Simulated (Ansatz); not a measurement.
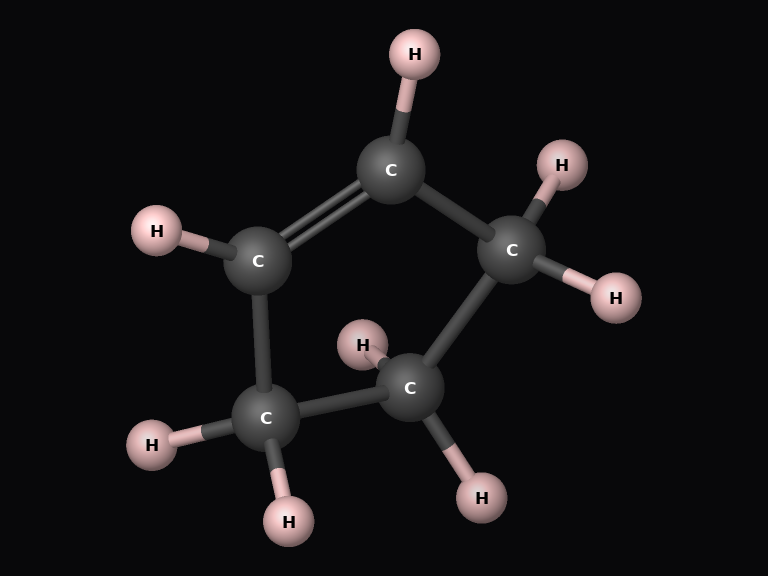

A ball-and-stick model of a molecule. Multiple sticks mark multiple bonds (one Kekulé form).

Question: Count the atoms of each element.

Answer: C₅H₈, 13 atoms: 5 carbon and 8 hydrogen.

Question: Name functional groups in it.

Answer: Among them: alkene.

Question: Does it have rings?

Answer: Independent rings (smallest set): 1 of 5 members.

More results for the same structure follow; atom numbers are the same in all pictures, views and colours differ. Computed geometry: PBE0-D4/def2-TZVP optimisation.

**Geometry**

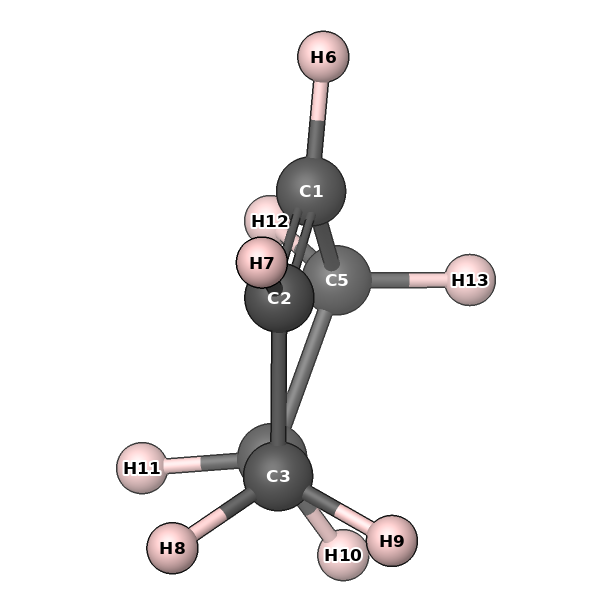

C4 lies behind C3. The molecule seen nearly along the C3–C4 bond, C3 in front. Atoms fade into the background with distance from the viewer.

Question: What is the torsion angle C2–C3–C4–C5? The sign is positive where the front bond must turn clockwise to cover the back bond.

Answer: 21°, synperiplanar.

**Vibrations**

Harmonic vibrations computed with RKS PBE0-D4/def2-TZVP (Ansatz 0.2.0) at a stationary point of the same level.

Question: List the wavenumbers.

Answer: 33 modes: 154, 397, 607, 718, 787, 829, 896, 928, 930, 977, 993, 1054, 1067, 1128, 1153, 1229, 1232, 1306, 1323, 1333, 1385, 1473, 1478, 1499, 1698, 3021, 3024, 3063, 3077, 3084, 3121, 3193, 3218 cm⁻¹.

**Levels of theory compared**

Program: Ansatz 0.2.0.

At this fixed geometry, give HOMO–LUMO gap (eV), dipole (D), HOMO energy (eV) at these levels: B3LYP-D4/def2-TZVPP; PBE-D4/def2-TZVPP; r2SCAN-D4/def2-TZVPP; ωB97M-V/def2-TZVPP.

| level | HOMO–LUMO gap (eV) | dipole (D) | HOMO energy (eV) |
| --- | --- | --- | --- |
| B3LYP-D4/def2-TZVPP | 7.03 | 0.23 | −6.63 |
| PBE-D4/def2-TZVPP | 5.31 | 0.24 | −5.71 |
| r2SCAN-D4/def2-TZVPP | 5.73 | 0.25 | −5.89 |
| ωB97M-V/def2-TZVPP | 11.81 | 0.22 | −9.05 |

**Charges**

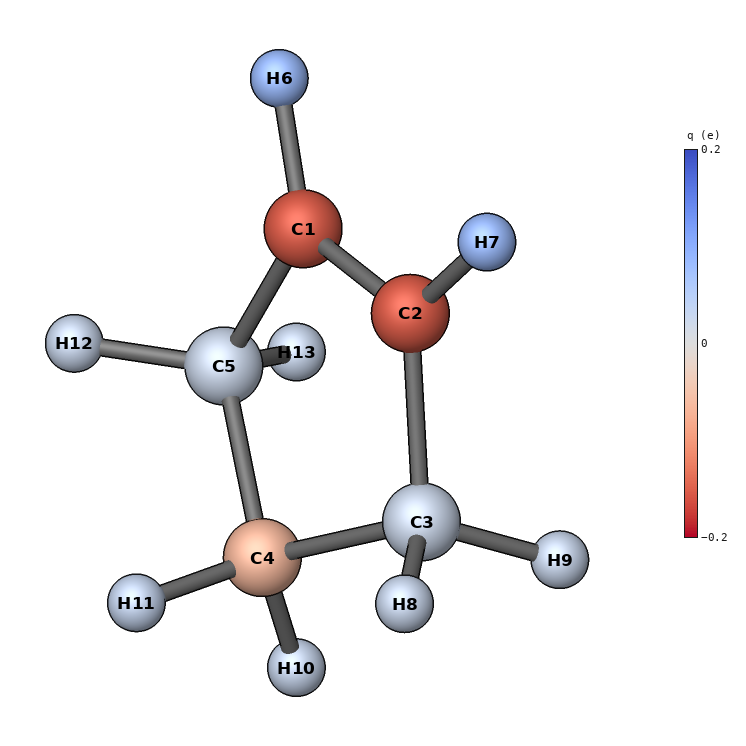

Atoms are coloured by their Mulliken charges. Properties computed with RKS r2SCAN-D4/def2-TZVPP (Ansatz 0.2.0).

Question: Which atom carries the highest charge (most positive or least negative)?

Answer: H6, H7 (0.08 e).

Question: And the lowest?

Answer: C1, C2 (−0.15 e).

List the Mulliken charges.

```csv
atom,value (e)
C1,−0.15
C2,−0.15
C3,0.02
C4,−0.06
C5,0.02
H6,0.08
H7,0.08
H8,0.03
H9,0.03
H10,0.03
H11,0.03
H12,0.03
H13,0.03
```

Mulliken values depend strongly on the basis set and can even reverse the polarity of a bond.
